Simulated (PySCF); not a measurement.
Consider KB (triplet).

```json
{"atom": "K", "x (Å)": "0.0000", "y (Å)": "0.0000", "z (Å)": "-0.6299"}
{"atom": "B", "x (Å)": "0.0000", "y (Å)": "0.0000", "z (Å)": "2.2291"}
```

Computed with PBE0/pcseg-1, non-relativistic, at a bond length of 2.859 Å (PySCF 2.14.0).

> Predict the electron density, electron localisation function and spin density between the atoms.

K–B (2.86 Å): ρ at the midpoint is about 0.14 e/Å³; the ELF peaks at about 0.95 in the valence shell of B, 0.8 Å from its nucleus, and is about 0.15 at the midpoint.
The unpaired spin (2 electrons) lies mostly on B2 (about 1.6) and K1 (about 0.4), in electrons by Hirshfeld's partition.

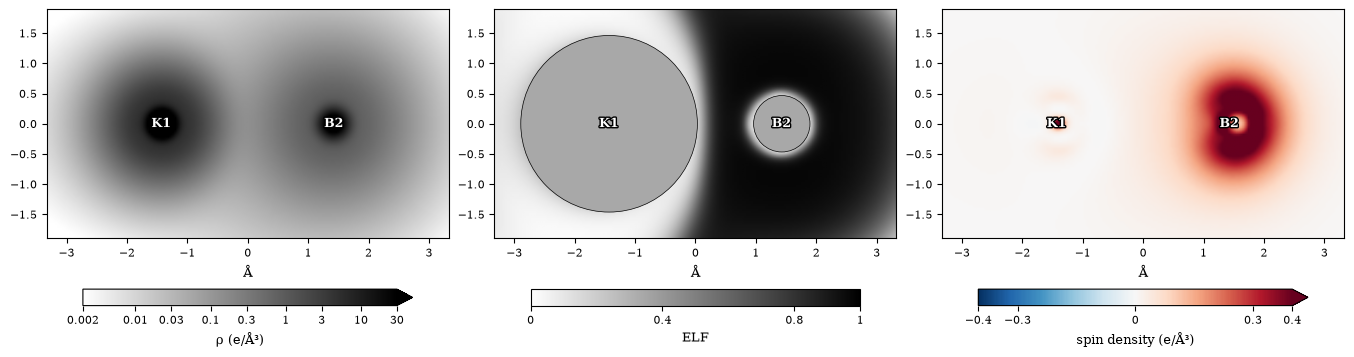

Computed electron density, electron localisation function and spin density on a plane that holds the molecular axis, in this order. Grey discs cover the atomic cores in the ELF map. 
